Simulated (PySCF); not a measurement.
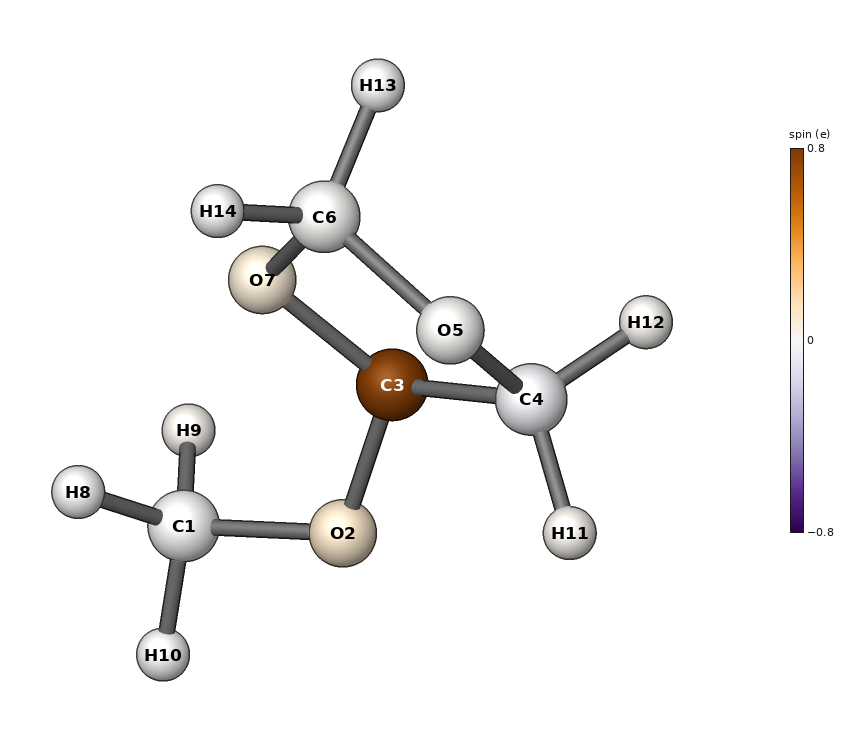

Atoms are coloured by their Mulliken spin populations. The species is neutral and a spin doublet. Computed geometry: GFN2-xTB optimisation. No frequency run is at hand to confirm it as a minimum. Level of theory: UKS B3LYP, pcH-1 on C H O, non-relativistic (PySCF 2.14.0).

List the Mulliken spin populations.

| atom | value (e) |
| --- | --- |
| C1 | −0.01 |
| O2 | 0.11 |
| C3 | 0.78 |
| C4 | −0.03 |
| O5 | 0.01 |
| C6 | 0.01 |
| O7 | 0.07 |
| H8 | 0.00 |
| H9 | 0.02 |
| H10 | 0.00 |
| H11 | 0.02 |
| H12 | 0.01 |
| H13 | 0.00 |
| H14 | 0.00 |

Mulliken values depend strongly on the basis set.
